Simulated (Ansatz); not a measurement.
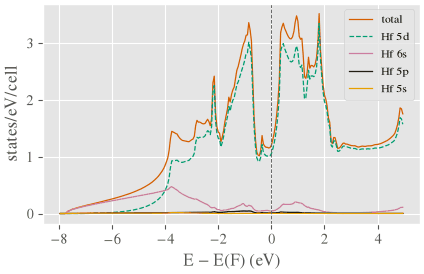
Total and projected density of states of Hf (hcp (Mg type), space group No. 194), r²SCAN (plane waves, PAW; program Ansatz)

**Question.** Which orbitals carry the states next to the Fermi level?

**Answer.** Within 0.5 eV of the Fermi level: Hf 5d 88 %, outside the projected shells 6 %. Projections are on Löwdin-orthogonalised atomic valence shells; empty p or d shells of many metals are not among them.

**Question.** Where is the tallest occupied peak in this window, and what makes it?

**Answer.** Near -0.9 eV, about 3.4 states/eV per cell; the largest projected share is Hf 5d.

Space group P6_3/mmc (hcp (Mg type)). Symmetry was held in the r²SCAN relaxation; of distortions, only those at the zone centre were tested. The run is not spin-polarised. Scalar-relativistic: spin–orbit coupling is off unless named, which matters more the heavier the elements.

Potentials: the later of the program's two PAW sets.
